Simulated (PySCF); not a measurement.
System: ZnCl (doublet).

```xyz
2

Zn    0.0000    0.0000   -0.7606
Cl    0.0000    0.0000    1.3904
```

Level of theory: PBE0/cc-pVDZ(-PP), non-relativistic Hamiltonian with scalar-relativistic core potentials where named, at a bond length of 2.151 Å (PySCF).

**Predict the electron density, electron localisation function and spin density between the atoms.**

Zn–Cl (2.15 Å): ρ is about 0.66 e/Å³ halfway; the ELF peaks at about 0.80 in the valence shell of Cl, 0.9 Å from its nucleus, and is about 0.45 at the midpoint.
The unpaired spin (1 electron) lies mostly on Zn1 (about 0.8) and Cl2 (about 0.2), in electrons by Hirshfeld's partition.

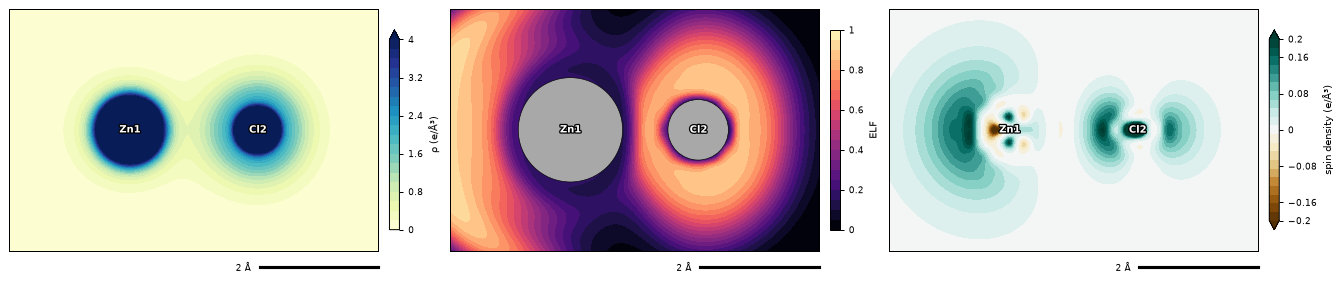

Computed electron density, electron localisation function and spin density on a plane that holds the molecular axis, in this order. Grey discs cover the atomic cores in the ELF map. 
